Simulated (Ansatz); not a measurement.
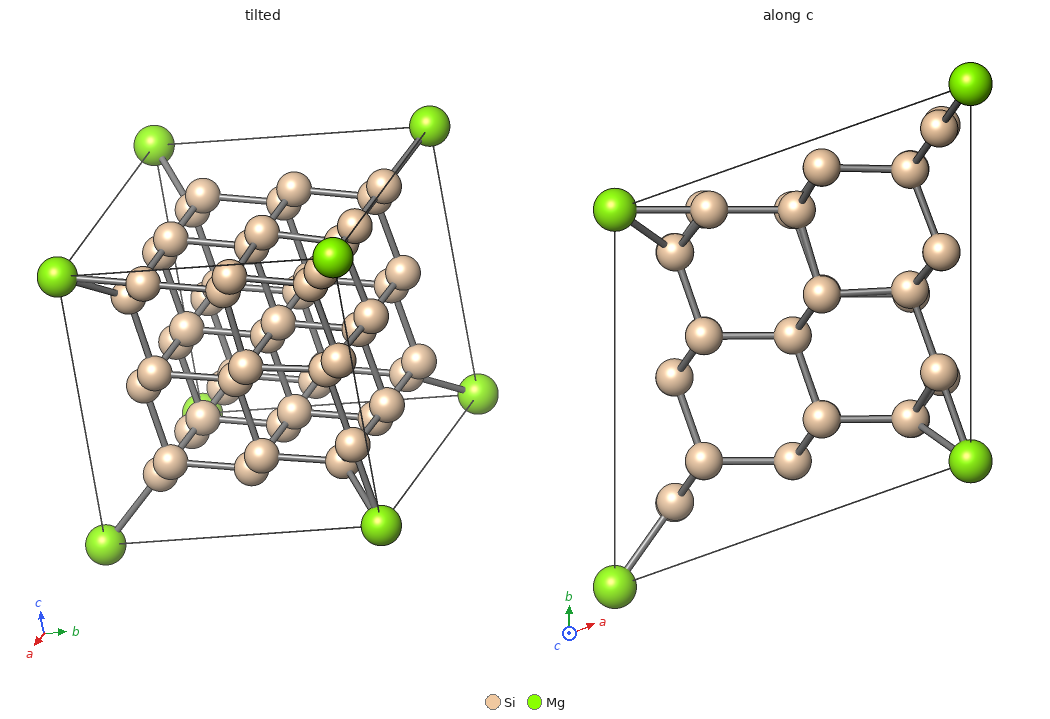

Ball-and-stick representation of a periodic structure, projected slightly off an axis and along the c axis. The edges of the simulation cell are marked.

Characterise what is shown.

The structure is one of MgSi54. Cell content 1 Mg, 54 Si; Z = 1. Mg is linked to ten Si. The bonds build a three-dimensional framework.

Its origin is a structure listed in the Materials Project, repeated into a supercell with a point defect put in. The atoms were relaxed in a fixed cell with Ansatz 0.2.0, DFT PBE, scalar-relativistic, plane waves, PAW.
